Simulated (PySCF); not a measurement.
SMILES Cl[Si]([SiH2]C(F)(F)F)(Cl)Cl, singlet at its GFN2-xTB optimised geometry (Å):

```
11

F      3.1737     0.6701     1.7333
C      1.8346     0.6613     1.6095
F      1.3543     0.1053     2.7397
F      1.4446     1.9509     1.6306
Si     1.2416    -0.2731     0.0000
Si    -1.0943    -0.2731     0.0000
Cl    -1.8732    -1.2961     1.5569
Cl    -1.8788     1.5870     0.0000
Cl    -1.6785    -1.1967    -1.7098
H      1.8788     0.4976    -1.0703
H      1.8741    -1.5870     0.1396
```

Calculation: CAM-B3LYP/def2-TZVP (PySCF 2.14.0). Cells within 0.4 Å of a nucleus heavier than hydrogen are left out (blank, or x).

Map of the log10 of the electron density (e/bohr³), floored at −4 on the plane z = 1.2 Å:

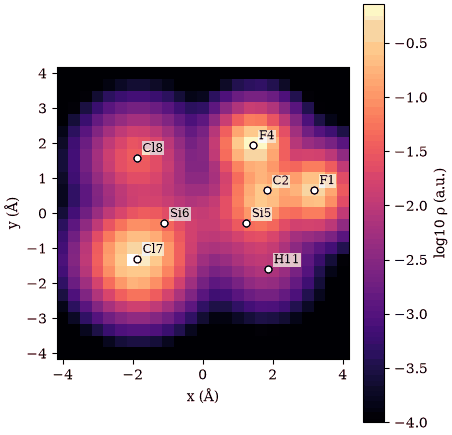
Figure. Log10 of the electron density (e/bohr³), floored at −4 on the plane z = 1.2 Å.
